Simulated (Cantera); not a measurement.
Feed: 1 mol Ta, 0.16 mol CO2, 9.9 mol H2, equilibrated at 0.750 Torr.

Equilibrium computed with Cantera from the NASA thermochemical tables; the gas is ideal and each condensed phase is pure. Candidate condensed phases: C, C6H6, C7H8, C8H18, H2O, Ta, TaC, Ta2O5; 113 gas species. Mutual solubility and eutectic melting of coexisting phases are not modelled. TaC: taken at fixed stoichiometry. Condensed phases not in the tables: Ta2C, N, O or C dissolved in the metal. Equilibrium is a limit: real reactors are often held back by kinetics, nucleation or transport.

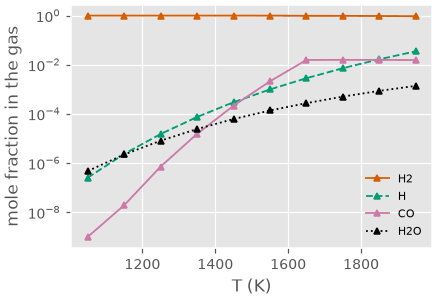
Figure. Equilibrium gas composition (values under 1e-9 drawn at 1e-9)

From 1050 K to 1650 K the condensed part is Ta(s) + TaC(s) + Ta2O5(s). From 1750 K to 1950 K the condensed part is Ta(s) + Ta2O5(s).
